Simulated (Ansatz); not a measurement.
# C2H7GeNO: one species, many methods

Aim: compute C2H7GeNO with functionals from several rungs and with coupled cluster, and see how far each lands from CCSD(T) at the basis-set limit for the atomisation energy.

Method: functionals in def2-TZVPP, the program's frozen cores in correlated methods; program: Ansatz 0.2.0, Gaussian basis.

The runs, in order: PBE-D4, r2SCAN-D4, PBE0-D4, B3LYP-D4, ωB97X-V, ωB97M-V, B2PLYP; CCSD(T)/def2-TZVPP; MP2/def2-QZVPP; extrapolation to the limit.

**1. The relaxed structure**

All runs share one geometry, relaxed beforehand with PBE0-D4 in a triple-zeta def2 set.

12 atoms, charge 0, spin multiplicity 1.

Atoms are counted from 1 here; the program's logs count them from 0.

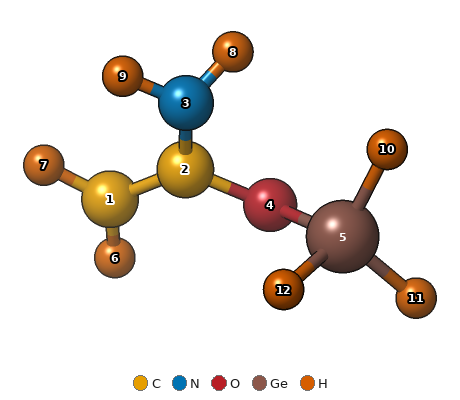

The structure; carbon amber, nitrogen blue, oxygen red, germanium brown, hydrogen orange; atoms are numbered from 1 in the order of the file.

**2. PBE-D4 (GGA)**

in.yaml reads:

```yaml
crystal:
  periodic: [false, false, false]
  atoms:
    - {symbol: C, position_ang: [-1.385110, 1.435633, 0.268248]}
    - {symbol: C, position_ang: [-0.278322, 0.716345, 0.077828]}
    - {symbol: N, position_ang: [0.774893, 0.600757, 0.987231]}
    - {symbol: O, position_ang: [-0.096171, -0.029878, -1.030204]}
    - {symbol: Ge, position_ang: [0.499161, -1.724261, -0.841926]}
    - {symbol: H, position_ang: [-2.206655, 1.357501, -0.427974]}
    - {symbol: H, position_ang: [-1.471515, 2.108206, 1.110180]}
    - {symbol: H, position_ang: [1.678849, 0.783443, 0.570492]}
    - {symbol: H, position_ang: [0.644626, 1.151450, 1.822239]}
    - {symbol: H, position_ang: [2.014675, -1.724956, -0.588475]}
    - {symbol: H, position_ang: [0.177771, -2.332126, -2.211847]}
    - {symbol: H, position_ang: [-0.275203, -2.397313, 0.298008]}
basis:
  gaussian: {orbitals: def2-TZVPP}
hamiltonian: {xc: pbe, dispersion: d4}
output: {forces: true, orbitals: {seedname: orbitals}}
```

Command:

```bash
> ansatz run in.yaml --threads 4 --pin off --events-out ev --progress --plain --max-ram 10444MiB
```

Further steps of the session: r2SCAN-D4 (meta-GGA); PBE0-D4 (hybrid); B3LYP-D4 (hybrid); ωB97X-V (range-separated); ωB97M-V (range-separated); B2PLYP (double hybrid); CCSD(T) in def2-TZVPP; MP2 in def2-QZVPP.

Before running them: what should the planned runs give, taken together? Wanted: atomisation energy, CCSD(T)/CBS; farthest; mean size of error, hybrid; mean size of error, range-separated; gap, smallest and largest; T1 diagnostic; triples share of the correlation energy.

The runs gave:

| quantity | value |
| --- | --- |
| atomisation energy, CCSD(T)/CBS | 4324.2 kJ/mol |
| functionals within 43.2 kJ/mol (1.0 %) | r2SCAN-D4, PBE0-D4, B3LYP-D4, ωB97X-V, ωB97M-V |
| farthest | PBE-D4 (+97.0 kJ/mol) |
| mean size of error, hybrid | 0.9 kJ/mol |
| mean size of error, range-separated | 9.8 kJ/mol |
| gap, smallest and largest | 4.26 eV (PBE-D4), 10.58 eV (ωB97X-V) |
| T1 diagnostic | 0.0124 |
| triples share of the correlation energy | 3.9 % |

What this shows: PBE-D4 is off by +97.0 kJ/mol. Double hybrids carry the basis error of their MP2 part in triple zeta, and no dispersion term here, so their miss is partly the set-up's. Misses under about 43.2 kJ/mol are within the doubt on the reference itself, which lacks core-valence correlation, relativity and higher excitations, and its outer-core shells are covered unevenly. Hartree-Fock recovers 70 % of the binding; the rest is correlation. The gap grows from 4.3 to 10.6 eV across the functionals, mostly with the share of exact exchange. Correlated methods include outer-core shells of Ge, which these sets cover unevenly.
